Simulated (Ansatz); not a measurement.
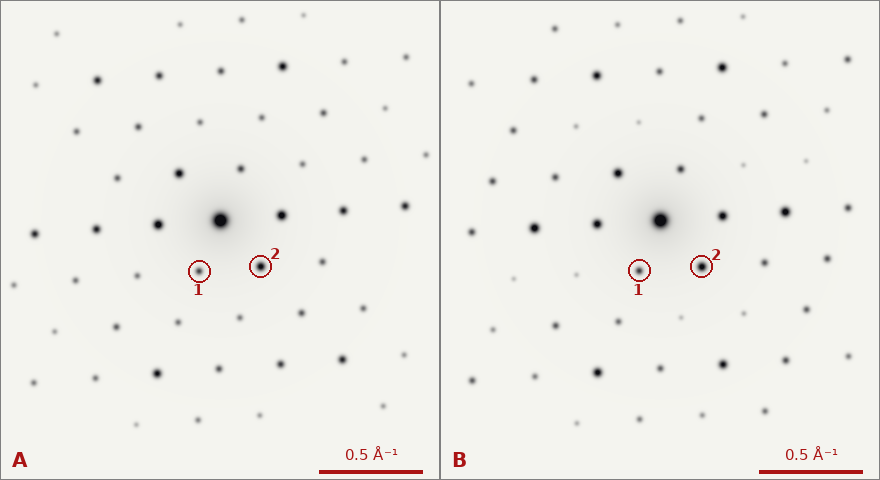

Kinematic electron diffraction patterns (120 kV, B = 0.5 Å², same scale) along [111] of the run's own cell, for the start and the end of one relaxation of Sc3Cl2 with DFT PBE, scalar-relativistic, plane waves, PAW (Ansatz). k mesh 12×12×6. The start is a generated model structure, and the relaxation ends in the nearest stationary point of its symmetry, not necessarily the ground state. Spot 1 is -1 1 0 and spot 2 is -1 0 1 in both.

Start structure:

```yaml
crystal:
  lattice:
    - [4.30208, 0.00000, 0.00000]
    - [-2.15104, 3.72571, 0.00000]
    - [0.00000, 0.00000, 6.69334]
  atoms:
    - { symbol: Sc, position: [0.00000, 0.00000, 0.00000] }
    - { symbol: Sc, position: [0.33333, 0.66667, 0.64500] }
    - { symbol: Sc, position: [0.66667, 0.33333, 0.35500] }
    - { symbol: Cl, position: [0.33333, 0.66667, 0.24500] }
    - { symbol: Cl, position: [0.66667, 0.33333, 0.75500] }
```

### Which pattern belongs to the start structure, and which to the relaxed one?

B is the start: its cell gives d(1) = 3.726 Å, d(2) = 3.255 Å and an angle of 64.1°. A is the relaxed structure, with d(1) = 3.700 Å (-0.7 %), d(2) = 3.305 Å (+1.5 %) and 63.5°.

### Name reflections whose intensity changes strongly on relaxation.

1 2 -3 fades out of sight; 2 0 -2 goes from 0.76 to 12 % of the strongest spot; 0 2 -2 goes from 100 to 40 % of the strongest spot; 3 -1 -2 goes from 54 to 22 % of the strongest spot.

### Summarise the relaxation behind the change.

The volume changed by +8.3 % to 23.24 Å³ an atom; with the mean shift removed, the atoms moved by up to 0.45 Å relative to the cell (Cl most); the space group stayed P-3m1 (No. 164); the free energy fell by 48 meV an atom. Relaxed cell: a = 4.273 Å, b = 4.273 Å, c = 7.349 Å, α = 90.00°, β = 90.00°, γ = 120.00°.
